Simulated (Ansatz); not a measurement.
**BNH3 (SMILES B[NH]) at 6 levels**

Wanted: a comparison of 6 runs (U-r2SCAN/STO-3G, UBHLYP/STO-3G, UBLYP/STO-3G, UMP2/STO-3G, UCCSD/STO-3G, UCCSD(T)/STO-3G) of BNH3. 

The results are computed with Ansatz 0.2.0.

53 further runs of the same task are left out: 53 set aside as unsound or not needed.

## (1) The system as given

BNH3 has 5 atoms, charge 0, and is taken as a doublet. As SMILES, `B[NH]`. The H4–B1 distance was set to 2.407 Å, away from the relaxed value. At this shape a bond of the SMILES string is far longer than usual.

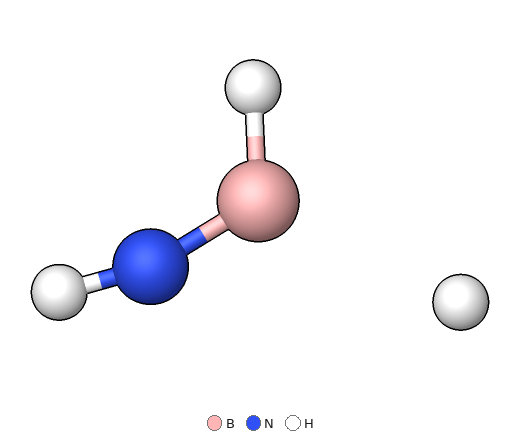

Viewed from a chosen angle; boron pink, nitrogen blue, hydrogen white.

## (2) The energy at U-r2SCAN/STO-3G (run 1)

Input file input.yaml:

```yaml
crystal:
  periodic: [false, false, false]
  atoms:
    - {symbol: B, position_ang: [0.342477, -0.167107, 0.898665]}
    - {symbol: N, position_ang: [1.184477, 0.858193, 0.970465]}
    - {symbol: H, position_ang: [0.238477, -0.904407, 1.852765]}
    - {symbol: H, position_ang: [-0.964100, -0.573100, -1.081900]}
    - {symbol: H, position_ang: [1.861677, 1.524693, 1.279565]}
basis:
  gaussian:
    orbitals: STO-3G
magnetization:
  spin_polarized: true
  initial_magnetization: 1
hamiltonian:
  xc: {name: r2SCAN}
accuracy: high
```

Started as:

```bash
$ ansatz run input.yaml --threads 1 --pin off --max-ram 2610MiB --events-out events.jsonl --progress --plain --runs-dir runs
```

Log:

```text
Warning: RAYON_NUM_THREADS=1 ignored (pool sized by the plan → 1); use --threads N
Functional definition: r2SCAN
  name "r2SCAN"
  parameter k0 = 0.174
  parameter k1 = 0.065
  parameter a1 = 4.9479
  exchange = r2scan_x(k0 = k0, k1 = k1, a1 = a1)
  correlation = r2scan_c
207 factors; integrals over basis functions are off by at most 9.2e-9 eV
mean field evaluation 1: about -2178.6211 eV, gradient 1.5e1 eV
mean field evaluation 2: about -2159.9639 eV, gradient 5.9e1 eV
mean field evaluation 4: about -2180.0927 eV, gradient 1.1e0 eV
mean field evaluation 8: about -2180.0661 eV, gradient 2.5e-1 eV
mean field evaluation 16: about -2180.0667 eV, gradient 2.4e-4 eV
mean field -2180.06671171 eV, -80.1159739530 hartree, gradient 9.9e-8 eV, S^2 0.913694; 0 other end points of the search recorded, 0 dependent functions left out
reference -2180.06671266 eV, -80.1159739881 hartree; 8, 7 occupied and 5, 6 virtual orbitals, 207 factors
Total energy: -2180.06671266 eV, -80.1159739881 hartree
```

Run time: 2.9 s. Hardware: 1 thread of Arm Neoverse V1, shared host; peak memory 0.18 GiB.

## (3) The energy at UBHLYP/STO-3G (run 2)

Input file in.yaml:

```yaml
basis:
  gaussian: {orbitals: STO-3G}
crystal:
  periodic: [false, false, false]
  atoms:
    - {symbol: B, position_ang: [0.342477, -0.167107, 0.898665]}
    - {symbol: N, position_ang: [1.184477, 0.858193, 0.970465]}
    - {symbol: H, position_ang: [0.238477, -0.904407, 1.852765]}
    - {symbol: H, position_ang: [-0.964100, -0.573100, -1.081900]}
    - {symbol: H, position_ang: [1.861677, 1.524693, 1.279565]}
total_charge: 0
magnetization: {spin_polarized: true, initial_magnetization: 1}
hamiltonian: {xc: {name: BHLYP}}
accuracy: high
```

Started as:

```bash
$ ansatz run in.yaml --threads 1 --pin off --max-ram 2610MiB --events-out events.jsonl --progress --plain --runs-dir runs
```

Log:

```text
Warning: RAYON_NUM_THREADS=1 ignored (pool sized by the plan → 1); use --threads N
Functional definition: BHLYP
  name "BHLYP"
  parameter a = 0.5
  exchange = (1 - a)*b88_x + a*exact_x
  correlation = lyp_c
207 factors; integrals over basis functions are off by at most 9.2e-9 eV
mean field evaluation 1: about -2177.4531 eV, gradient 1.6e1 eV
mean field evaluation 2: about -2173.4511 eV, gradient 3.4e1 eV
mean field evaluation 4: about -2179.6144 eV, gradient 8.6e-1 eV
mean field evaluation 8: about -2179.6670 eV, gradient 2.5e-1 eV
mean field evaluation 16: about -2179.6676 eV, gradient 4.1e-4 eV
mean field evaluation 32: about -2177.9214 eV, gradient 9.5e0 eV
mean field -2179.66763408 eV, -80.1013081206 hartree, gradient 6.3e-8 eV, S^2 1.031661; 1 other end points of the search recorded, 0 dependent functions left out
reference -2179.66765293 eV, -80.1013088134 hartree; 8, 7 occupied and 5, 6 virtual orbitals, 207 factors
Total energy: -2179.66765293 eV, -80.1013088134 hartree
```

Run time: 1.4 s. Hardware: 1 thread of Arm Neoverse V1, shared host; peak memory 0.11 GiB.

## (4) The energy at UBLYP/STO-3G (run 3)

Input file run.yaml:

```yaml
crystal:
  periodic: [false, false, false]
  atoms:
    - {symbol: B, position_ang: [0.342477, -0.167107, 0.898665]}
    - {symbol: "N", position_ang: [1.184477, 0.858193, 0.970465]}
    - {symbol: H, position_ang: [0.238477, -0.904407, 1.852765]}
    - {symbol: H, position_ang: [-0.964100, -0.573100, -1.081900]}
    - {symbol: H, position_ang: [1.861677, 1.524693, 1.279565]}
basis:
  gaussian:
    orbitals: STO-3G
magnetization:
  spin_polarized: true
  initial_magnetization: 1
hamiltonian:
  xc: {name: BLYP}
accuracy: high
```

Started as:

```bash
$ ansatz run run.yaml --threads 1 --pin off --max-ram 2610MiB --events-out events.jsonl --progress --plain --runs-dir runs
```

Log:

```text
Warning: RAYON_NUM_THREADS=1 ignored (pool sized by the plan → 1); use --threads N
Functional definition: BLYP
  name "BLYP"
  parameter beta = 0.0042
  parameter a = 0.04918
  parameter b = 0.132
  parameter c = 0.2533
  parameter d = 0.349
  exchange = b88_x(beta = beta)
  correlation = lyp_c(a = a, b = b, c = c, d = d)
207 factors; integrals over basis functions are off by at most 9.2e-9 eV
mean field evaluation 1: about -2178.9995 eV, gradient 1.5e1 eV
mean field evaluation 2: about -2155.9345 eV, gradient 6.4e1 eV
mean field evaluation 4: about -2180.3311 eV, gradient 1.2e0 eV
mean field evaluation 8: about -2180.2751 eV, gradient 1.2e-1 eV
mean field evaluation 16: about -2180.2753 eV, gradient 3.2e-5 eV
mean field -2180.27528789 eV, -80.1236389863 hartree, gradient 1.1e-8 eV, S^2 0.797603; 0 other end points of the search recorded, 0 dependent functions left out
reference -2180.27532542 eV, -80.1236403656 hartree; 8, 7 occupied and 5, 6 virtual orbitals, 207 factors
Total energy: -2180.27532542 eV, -80.1236403656 hartree
```

It took 1.2 s on 1 thread of Arm Neoverse V1, shared host; peak memory 0.11 GiB.

Runs 4 to 5 aren't shown in full; the table further down has their settings and results.

## (5) A single-point energy at UCCSD(T)/STO-3G (run 6)

Input file molecule.yaml:

```yaml
basis:
  gaussian:
    orbitals: STO-3G
crystal:
  periodic: [false, false, false]
  atoms:
    - {symbol: B, position_ang: [0.342477, -0.167107, 0.898665]}
    - {symbol: "N", position_ang: [1.184477, 0.858193, 0.970465]}
    - {symbol: H, position_ang: [0.238477, -0.904407, 1.852765]}
    - {symbol: H, position_ang: [-0.964100, -0.573100, -1.081900]}
    - {symbol: H, position_ang: [1.861677, 1.524693, 1.279565]}
magnetization:
  spin_polarized: true
  initial_magnetization: 1
correlation:
  method: ccsd_t
  frozen_orbitals: {B: 1, H: 0, "N": 1}
accuracy: high
scf:
  omitted_lower_state_checks: [cluster_reference, increment]
```

Started as:

```bash
$ ansatz run molecule.yaml --threads 1 --pin off --max-ram 2610MiB --events-out events.jsonl --progress --plain --runs-dir runs
```

Log:

```text
Warning: RAYON_NUM_THREADS=1 ignored (pool sized by the plan → 1); use --threads N
[... 13 lines left out ...]
2 core orbitals not correlated: weight in the atoms' cores, before any rotation towards them, 1.000 or more for the frozen orbitals, at most 0.000 for the correlated occupied ones
[... 34 lines left out ...]
Total energy: -2171.46086867 eV, -79.7997150545 hartree
Checks for a lower state left out: cluster_reference, increment
```

Wall time 0.2 s (1 thread of Arm Neoverse V1, shared host).

## (6) All runs side by side

| run | level | frozen core orbitals | energy (Eh) | ⟨S²⟩ | wall time |
| --- | --- | --- | --- | --- | --- |
| 1 | U-r2SCAN/STO-3G | – | -80.115974 | 0.914 | 2.9 s |
| 2 | UBHLYP/STO-3G | – | -80.101309 | 1.032 | 1.4 s |
| 3 | UBLYP/STO-3G | – | -80.123640 | 0.798 | 1.2 s |
| 4 | UMP2/STO-3G | 2 | -79.739551 | 1.436 | 0.1 s |
| 5 | UCCSD/STO-3G | 2 | -79.795536 | 1.436 | 0.18 s |
| 6 | UCCSD(T)/STO-3G | 2 | -79.799715 | 1.436 | 0.2 s |

## (7) Outcome

| quantity | value |
| --- | --- |
| run 6: total energy | -79.79972 Eh |
| run 6: correlation energy (2 core orbitals frozen) | -139.8 mEh |
| run 6: (T) correction | -4.18 mEh |
| run 6: ⟨S²⟩ of the reference determinant | 1.436 |
| run 6: T1 diagnostic | 0.095 |

What this shows: Totals of different functionals can't be ranked against each other. In runs 1, 2, 3, 4, 5, 6 the basis is minimal, so the values are rough. Spin contamination of the reference: run 4 ⟨S²⟩ = 1.44, run 5 ⟨S²⟩ = 1.44, run 6 ⟨S²⟩ = 1.44, run 2 ⟨S²⟩ = 1.03, run 1 ⟨S²⟩ = 0.91. Where it is this large, the reference is a mixture of spin states, and values that rest on it are in doubt. All runs together took 6 s, the longest 2.9 s.
